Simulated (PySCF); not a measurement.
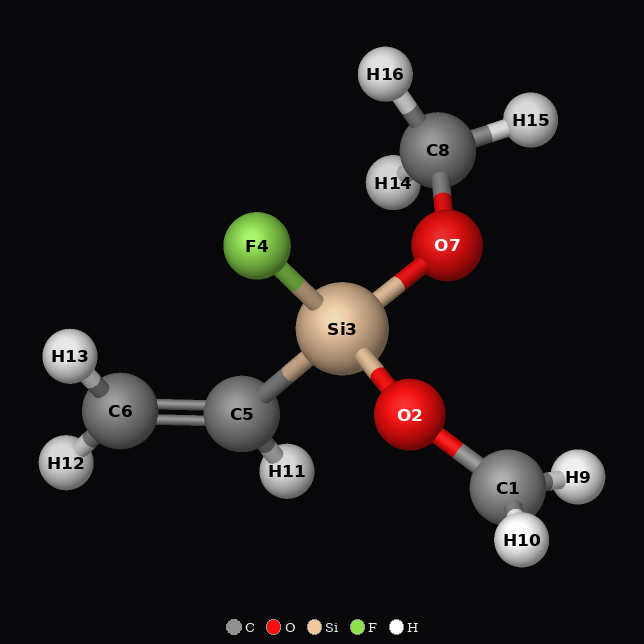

Charge 0, doublet. Computed geometry: GFN2-xTB optimisation. No frequency run is at hand to confirm it as a minimum. Method: UKS B3LYP, pcH-1 on C F H O Si, non-relativistic (PySCF 2.14.0).

Give the isotropic hyperfine couplings (Fermi-contact term alone) of C1, O2, Si3, F4, C5, C6, O7, C8, H9, H10, H11, H12, H13, H14, H15, H16.

```csv
atom,isotope,a_iso (MHz)
C1,13C,99.8
O2,17O,−11.7
Si3,29Si,3.1
F4,19F,6.3
C5,13C,2.0
C6,13C,0.5
O7,17O,−1.5
C8,13C,0.0
H9,1H,−58.7
H10,1H,−61.8
H11,1H,0.4
H12,1H,0.2
H13,1H,0.0
H14,1H,0.1
H15,1H,0.0
H16,1H,0.0
```

The geometry is semi-empirical. Around Si such bond lengths and angles can be off by a tenth of an ångström or more and by several degrees, and values that hang on the shape move with them.
